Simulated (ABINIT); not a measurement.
# AlN (P6_3mc): G0W0 with ABINIT, start to end

Wanted: ground state, empty states, screening and self-energy for AlN (P6_3mc).

Main program and level: ABINIT 10.8.3; PBE and many-body steps on it, plane waves.

The database entry behind the starting cell differs from later determinations by our own check (inner coordinate u about 0.002 short), so it need not match the best structure at ambient conditions.

## Step 1: Set-up

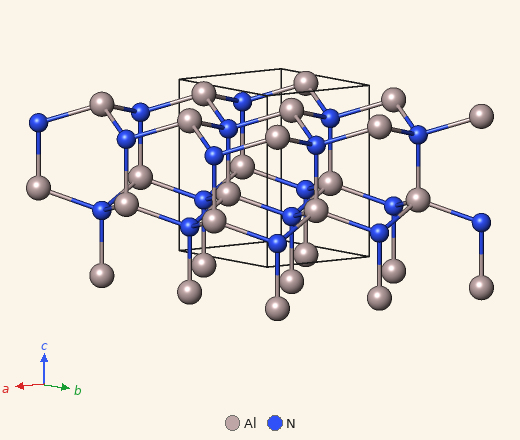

The starting structure, seen from a free direction (aluminium light grey, nitrogen blue). 3×3×1 cells are drawn. Some periodic images of atoms are drawn too.

The cell and positions come from the Crystallography Open Database and are kept as given unless a step says otherwise.

## Step 2: Ground state

This step: ABINIT 10.8.3; DFT, PBE, plane waves, norm-conserving pseudopotentials.

The ground-state density comes first.

run.abi

```
acell 3*1.0 Angstrom
rprim 
  3.113000000011 -0.000000000003 0.000000000000
  -1.556500000003 2.695937081992 0.000000000000
  0.000000000000 0.000000000000 4.981000000000
ntypat 2
znucl 13 7
natom 4
typat 1 1 2 2
xred 
  0.333333333333 0.666666666667 0.000000000000
  0.666666666667 0.333333333333 0.500000000000
  0.333333333333 0.666666666667 0.380000000000
  0.666666666667 0.333333333333 0.880000000000
pp_dirpath "pseudos"
pseudos "Al.upf, N.upf"
ecut 36
ngkpt 6 6 4
nshiftk 1
shiftk 0 0 0
kptopt 1
chksymbreak 0
nband 14
occopt 1
tolvrs 1e-10
nstep 60
prtwf 0
optforces 0
optstress 0
indata_prefix "in"
outdata_prefix "out"
tmpdata_prefix "tmp"
```

Started as:

```bash
$ OMP_NUM_THREADS=1 mpirun -n 8 abinit run.abi > log
```

Numbers of over 12 decimals in the logs are rounded to 6 here.

What it wrote:

```text
.Version 10.8.3 of ABINIT. v10.8.2 released Aug 2026.

 Symmetries : space group P6_3 m c (#186); Bravais hP (primitive hexag.)
================================================================================
 Values of the parameters that define the memory need of the present run
     intxc =       0    ionmov =       0      iscf =       7    lmnmax =       6
     lnmax =       6     mgfft =      54  mpssoang =       3    mqgrid =    3001
     natom =       4  nloc_mem =       1    nspden =       1   nspinor =       1
    nsppol =       1      nsym =      12    n1xccc =    2501    ntypat =       2
    occopt =       1   xclevel =       2
-    mband =          14        mffmem =           1         mkmem =           3
       mpw =        2934          nfft =       55296          nkpt =          21
================================================================================
  Rough estimation (10% accuracy) of disk space for files :
================================================================================

--------------------------------------------------------------------------------
------------- Echo of variables that govern the present computation ------------
--------------------------------------------------------------------------------
 -outvars: echo values of preprocessed input variables --------
            acell      1.8897261259E+00  1.8897261259E+00  1.8897261259E+00 Bohr

      chksymbreak           0
             ecut      3.60000000E+01 Hartree
-          fftalg         312

              ixc     -101130
              kpt      0.00000000E+00  0.00000000E+00  0.00000000E+00
                       1.66666667E-01  0.00000000E+00  0.00000000E+00
                       3.33333333E-01  0.00000000E+00  0.00000000E+00
                       5.00000000E-01  0.00000000E+00  0.00000000E+00
                       1.66666667E-01  1.66666667E-01  0.00000000E+00
                       3.33333333E-01  1.66666667E-01  0.00000000E+00
                       3.33333333E-01  3.33333333E-01  0.00000000E+00
                       0.00000000E+00  0.00000000E+00  2.50000000E-01
                       1.66666667E-01  0.00000000E+00  2.50000000E-01
   [... 10 further rows ...]
                       3.33333333E-01  1.66666667E-01  5.00000000E-01
                       3.33333333E-01  3.33333333E-01  5.00000000E-01
         kptrlatt        6    0    0      0    6    0      0    0    4
          kptrlen      3.52963046E+01
P           mkmem           3
            natom           4
            nband          14
            ngfft          32      32      54
             nkpt          21
            nstep          60
             nsym          12
           ntypat           2
              occ      2.000000  2.000000  2.000000  2.000000  2.000000  2.000000
                       2.000000  2.000000  0.000000  0.000000  0.000000  0.000000
                       0.000000  0.000000
        optforces           0
        optstress           0
            prtwf           0
            rprim      3.1130000000E+00 -3.0000000000E-12  0.0000000000E+00
[...]
spgroup         186

           tolvrs      1.00000000E-10

             xred      3.3333333333E-01  6.6666666667E-01  1.1102230246E-16
[...]
znucl       13.00000    7.00000

================================================================================

 chkinp: Checking input parameters for consistency.

================================================================================
== DATASET  1 ==================================================================
-   mpi_nproc: 8, omp_nthreads: 1 (-1 if OMP is not activated)

--- !DatasetInfo
iteration_state: {dtset: 1, }
dimensions: {natom: 4, nkpt: 21, mband: 14, nsppol: 1, nspinor: 1, nspden: 1, mpw: 2934, }
cutoff_energies: {ecut:  36.0, pawecutdg:  -1.0, }
electrons: {nelect:   1.60000000E+01, charge:   0.00000000E+00, occopt:   1.00000000E+00, tsmear:   1.00000000E-02, }

 Real(R)+Recip(G) space primitive vectors, cartesian coordinates (Bohr,Bohr^-1):
 R(1)=  5.8827174  0.0000000  0.0000000  G(1)=  0.1699895  0.0981435  0.0000000
 R(2)= -2.9413587  5.0945827  0.0000000  G(2)=  0.0000000  0.1962869  0.0000000
 R(3)=  0.0000000  0.0000000  9.4127258  G(3)=  0.0000000  0.0000000  0.1062392
 Unit cell volume ucvol=  2.8209931E+02 bohr^3
 Angles (23,13,12)=  9.00000000E+01  9.00000000E+01  1.20000000E+02 degrees

 getcut: wavevector=  0.0000  0.0000  0.0000  ngfft=  32  32  54
         ecut(hartree)=     36.000   => boxcut(ratio)=   2.01398

--- Pseudopotential description ------------------------------------------------
- Al Generated using ONCVPSP code by D. R. Hamann
- 13.00000   3.00000  171031                  znucl, zion, pspdat
12 -101130 2 -1 1876                          pspcod,pspxc,lmax,lloc,mmax
     nproj     2     2     2
  pspatm : epsatm=    4.08140545
         --- l  ekb(1:nproj) -->
[...]
pspatm: atomic psp has been read  and splines computed

- N Generated using ONCVPSP code by D. R. Hamann
-  7.00000   5.00000  171031                  znucl, zion, pspdat
12 -101130 1 -1 1058                          pspcod,pspxc,lmax,lloc,mmax
     nproj     2     2     0
  pspatm : epsatm=    5.20977870
         --- l  ekb(1:nproj) -->
[...]
pspatm: atomic psp has been read  and splines computed

   2.97317893E+02                                ecore*ucvol(ha*bohr**3)
--------------------------------------------------------------------------------

_setup2: Arith. and geom. avg. npw (full set) are    2910.285    2910.260

================================================================================

--- !BeginCycle
iteration_state: {dtset: 1, }
solver: {iscf: 7, nstep: 60, nline: 4, wfoptalg: 0, }
tolerances: {tolvrs: 1.00E-10, }

     iter   Etot(hartree)      deltaE(h)  residm     vres2
 ETOT  1  -25.271539827214    -2.527E+01 6.107E-02 8.448E+02
 ETOT  2  -25.352258701810    -8.072E-02 1.435E-02 6.550E+02
 ETOT  3  -25.587401781115    -2.351E-01 2.152E-02 9.364E-01
 ETOT  4  -25.588085893888    -6.841E-04 8.287E-03 1.660E-02
 ETOT  5  -25.588088186692    -2.293E-06 3.580E-03 1.904E-03
 ETOT  6  -25.588088419180    -2.325E-07 1.893E-03 2.744E-05
 ETOT  7  -25.588088426564    -7.385E-09 1.489E-03 4.553E-06
 ETOT  8  -25.588088428187    -1.622E-09 1.240E-03 2.558E-08
 ETOT  9  -25.588088428195    -7.653E-12 2.108E-03 7.436E-10
 ETOT 10  -25.588088428195    -3.944E-13 1.204E-03 6.680E-11

 At SCF step   10       vres2   =  6.68E-11 < tolvrs=  1.00E-10 =>converged.

--- !ResultsGS
iteration_state: {dtset: 1, }
comment   : Summary of ground state results
lattice_vectors:
- [  5.8827174,  -0.0000000,   0.0000000, ]
- [ -2.9413587,   5.0945827,   0.0000000, ]
- [  0.0000000,   0.0000000,   9.4127258, ]
lattice_lengths: [   5.88272,    5.88272,    9.41273, ]
lattice_angles: [ 90.000,  90.000, 120.000, ] # degrees, (23, 13, 12)
lattice_volume:   2.8209931E+02
convergence: {deltae: -3.944E-13, res2:  6.680E-11, residm:  1.204E-03, diffor:  0.000E+00, }
etotal    :  -2.55880884E+01
entropy   :   0.00000000E+00
fermie    :   1.95302428E-01
cartesian_stress_tensor: null
pressure_GPa: null
xred      :
- [  3.3333E-01,   6.6667E-01,   1.1102E-16, Al]
- [  6.6667E-01,   3.3333E-01,   5.0000E-01, Al]
- [  3.3333E-01,   6.6667E-01,   3.8000E-01,  N]
- [  6.6667E-01,   3.3333E-01,   8.8000E-01,  N]
cartesian_forces: null
force_length_stats: {min: null, max: null, mean: null, }

 Integrated electronic density in atomic spheres:
 ------------------------------------------------
 Atom  Sphere_radius  Integrated_density
[...]
4        2.00000          5.37790308
================================================================================

 ----iterations are completed or convergence reached----

 Mean square residual over all n,k,spin=   65.436E-07; max=  12.038E-04
 reduced coordinates (array xred) for    4 atoms
       0.333333333333      0.666666666667      0.000000000000
       0.666666666667      0.333333333333      0.500000000000
       0.333333333333      0.666666666667      0.380000000000
       0.666666666667      0.333333333333      0.880000000000
 rms dE/dt=  0.0000E+00; max dE/dt=  0.0000E+00; dE/dt below (all hartree)
    1       0.000000000000      0.000000000000      0.000000000000
    2       0.000000000000      0.000000000000      0.000000000000
    3       0.000000000000      0.000000000000      0.000000000000
    4       0.000000000000      0.000000000000      0.000000000000

 cartesian coordinates (angstrom) at end:
    1      1.67e-12     1.797291     0.000000
    2      1.556500     0.898646     2.490500
    3      1.67e-12     1.797291     1.892780
    4      1.556500     0.898646     4.383280
 length scales=  1.889726125908  1.889726125908  1.889726125908 bohr
              =  1.000000000000  1.000000000000  1.000000000000 angstroms
 prteigrs : about to open file out_EIG
 Fermi (or HOMO) energy (hartree) =   0.19530   Average Vxc (hartree)=  -0.39340
 Eigenvalues (hartree) for nkpt=  21  k points:
 kpt#   1, nband= 14, wtk=  0.00694, kpt=  0.0000  0.0000  0.0000 (reduced coord)
  -0.36127   -0.28223   -0.02425    0.16476    0.16476    0.18869    0.18869    0.19530
   0.35040    0.44063    0.58456    0.60656    0.60656    0.67969
 prteigrs : prtvol=0 or 1, do not print more k-points.

--- !EnergyTerms
iteration_state     : {dtset: 1, }
comment             : Components of total free energy in Hartree
kinetic             :  1.63754067525830E+01
hartree             :  5.68913969396399E+00
xc                  : -8.49822455013840E+00
Ewald energy        : -2.17432241271520E+01
psp_core            :  1.05394762412788E+00
local_psp           : -1.71233917846079E+01
non_local_psp       : -1.34174203697168E+00
total_energy        : -2.55880884281950E+01
total_energy_eV     : -6.96287357515931E+02
band_energy         :  5.39239398030489E-02

== END DATASET(S) ==============================================================
================================================================================

 -outvars: echo values of variables after computation  --------
           etotal     -2.5588088428E+01
            nband          14
             nkpt          21
          spgroup         186
 [... the other variables as echoed above ...]

 Calculation completed.
```

The job ended after 8.1 s (8 MPI ranks of Arm Neoverse N1, shared host; peak memory 0.53 GiB).

Numbers from this step:

```yaml
total_energy: -696.2874 eV
gap: 4.220 eV
k_of_the_valence_top: 0, 0, 0
k_of_the_conduction_bottom: 0, 0, 0
least_direct_gap: 4.220 eV
```

The gap is direct, at Γ.

[end of part 1 of 3]

[Paths, hosts, dates, memory and timing lines, banners, echoed tables and standing remarks are left out of the program output.]

[Logs are printed without paths, hosts, clocks, repeated set-up lines and the standing remarks that a program may print on its own settings, such as how far it seeks lower states.]

[Runs of the session that timed out or met a known fault of the program may be left out.]

[Hosts, paths, dates, database ids (printed as entryN), source tags and the programs' standing remarks are cut or masked in the printed files.]

[G0W0 gaps are taken among the corrected bands and points alone; a level outside them can change the order at an edge.]

[Where Ansatz stands beside ABINIT at settings called matched, ABINIT's density can come from a denser mesh and the files from another edition; pairs whose starting gaps differed by over 0.03 eV were left out, so agreement reads better than it is.]
